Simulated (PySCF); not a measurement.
B(Br)(Et)2, C4H10BBr, SMILES C(C)B(CC)Br, GFN2-xTB optimised geometry. Atoms within 1.6 Å of the plane z = 1.2 Å (x, y, z in Å): B1 (0.38, -0.55, 0.00), Br2 (2.26, -0.55, 0.00), C3 (-0.42, 0.82, 0.00), C4 (0.41, 2.10, 0.00), H5 (-1.09, 0.83, 0.86), H8 (1.05, 2.15, 0.88), H9 (-0.23, 2.98, 0.00), C10 (-0.34, -1.96, 0.00), C11 (-1.87, -1.96, -0.01), H12 (0.00, -2.52, 0.88), H15 (-2.26, -1.45, 0.86), H16 (-2.25, -2.98, -0.01).

Method: PySCF with PBE0/def2-TZVP.

Map of the Laplacian of the electron density (e/bohr⁵) on the plane z = 1.2 Å:

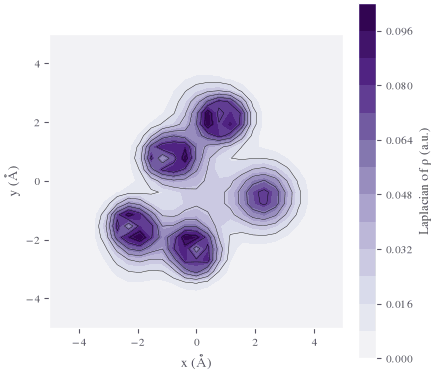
Figure: Laplacian of the electron density (e/bohr⁵) on the plane z = 1.2 Å.
